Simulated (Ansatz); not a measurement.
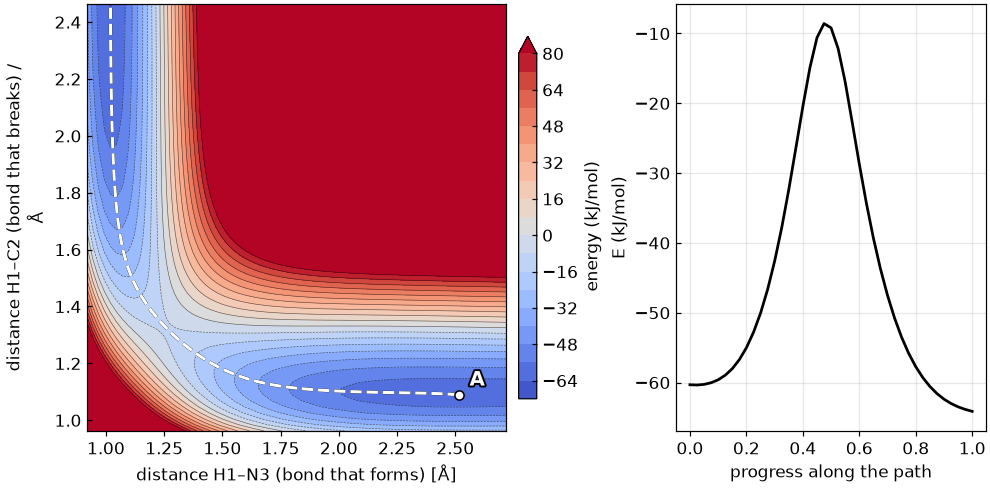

The reacting system CH6N (fragments CH₄ + H₂N where the first distance is long, H₃N + CH₃ where the second is long), spin multiplicity 2. Coordinates scanned: (1) distance H1–N3 (bond that forms); (2) distance H1–C2 (bond that breaks). Relaxed at each point: all other coordinates. Grid: 11 × 11 points. Points are written as (first, second). Energies are in kJ/mol, from a guessed transition structure relaxed with its forming and breaking bonds held. In part of the range the unrestricted reference is strongly spin-contaminated. Computed with UKS r2SCAN0-D4/def2-SVP (Ansatz).

Drawn: filled contours, a line along the lowest path, one colour for all values above the top of the scale, the energy along the path at the right, the start A. Between grid points the surface is interpolated.

Q: Describe the path and its barrier.

A: The easiest path runs from the side where the first distance is long, about (2.52 Å, 1.09 Å), to the side where the second distance is long, (1.019 Å, 2.463 Å). Its highest point, at about (1.27 Å, 1.31 Å), lies about 52 kJ/mol above the start and 56 kJ/mol above the end on the interpolated surface. An end on the edge of the scan is no minimum, so the barrier from there is a lower bound.
